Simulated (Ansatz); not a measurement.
# C$_{2}$H$_{5}$F$_{2}$InO: what the fields show

```yaml
atoms:
  - { symbol: C, position_ang: [1.1947, -0.6620, 0.1545] }
  - { symbol: C, position_ang: [-0.1900, -1.0999, -0.2758] }
  - { symbol: F, position_ang: [0.5225, -1.7090, 3.4013] }
  - { symbol: F, position_ang: [-2.3565, -0.1678, 3.7785] }
  - { symbol: In, position_ang: [-1.0106, -0.8424, 2.5547] }
  - { symbol: O, position_ang: [-1.2120, -0.6688, 0.5937] }
  - { symbol: H, position_ang: [1.4539, -1.0934, 1.1391] }
  - { symbol: H, position_ang: [1.9639, -0.9962, -0.5590] }
  - { symbol: H, position_ang: [1.2501, 0.4362, 0.2244] }
  - { symbol: H, position_ang: [-0.2137, -2.2005, -0.3968] }
  - { symbol: H, position_ang: [-0.4291, -0.6702, -1.2653] }
```

Geometry: PBE0-D4/def2-SVP; core potentials replace the inner electrons of In.

Level of theory: isolated molecule in a Gaussian basis; Kohn-Sham density functional theory, functional PBE0 in Ansatz.

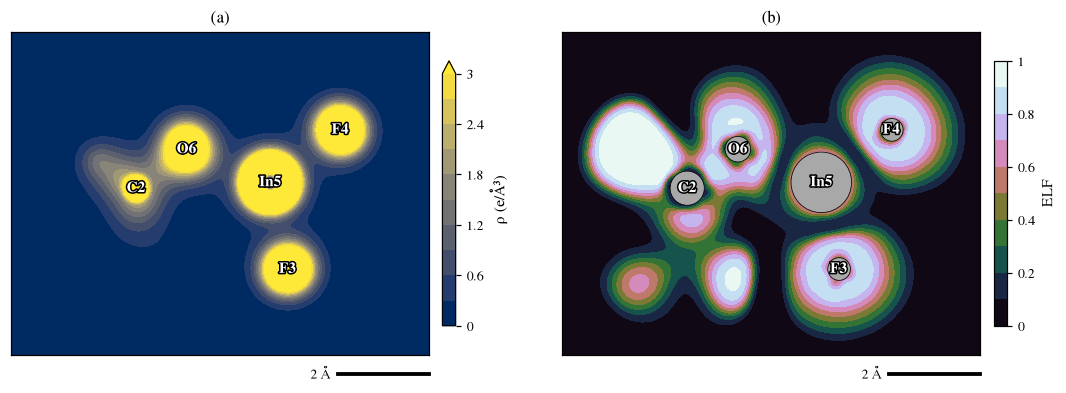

Figure 1. (a) electron density; (b) electron localisation function on the plane of atoms C2, O6 and In5. Grey discs cover the atomic cores in the ELF map.

### Interpret the plot.

- Atoms in the plane: C, F, In and O.
- C–O (1.41 Å): the density is about 2.1 e/Å³ at the midpoint, with its minimum of 1.7 e/Å³ about 0.5 Å from C; the ELF peaks at about 0.90 between the atoms (a shared but strongly polarised pair).
- In–F (1.94 Å): the density is about 0.74 e/Å³ at the midpoint; the ELF peaks at about 0.80 in the valence shell of F, 0.5 Å from its nucleus, and drops to about 0.10 between the two atoms.
- In–O (1.98 Å): ρ is about 0.74 e/Å³ halfway; the ELF peaks at about 0.85 in the valence shell of O, 0.6 Å from its nucleus, and drops to about 0.15 between the two atoms.
- The ELF also peaks beside F3, F4 and O6, away from the bonds: lone-pair regions.

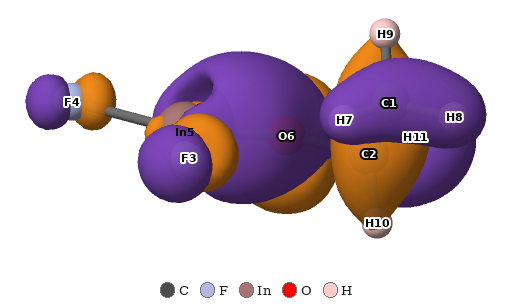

Figure 2. The HOMO−1 at ±0.08 Å⁻³ᐟ² (orange and purple are the two phases), seen from one side.

### What is the character of this orbital?

By Hirshfeld shares it lies mainly on O6 (about 45 %), C2 (about 15 %), C1 (about 10 %), In5 (about 10 %) and H11 (about 10 %). Its energy is −8.87 eV.

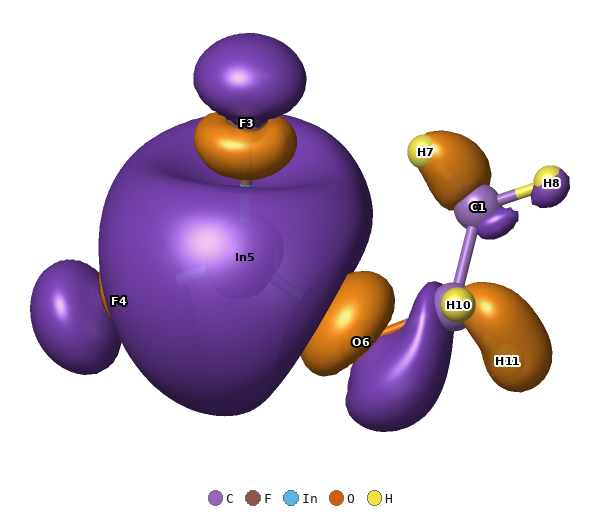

Figure 3. The LUMO at ±0.06 Å⁻³ᐟ² (orange and purple are the two phases), seen across its widest extent.

### Where does this orbital lie, and at what energy?

It lies mainly on In5 (about 60 %), O6 (about 15 %), F4 (about 10 %) and F3 (about 10 %). Its energy is −2.93 eV.
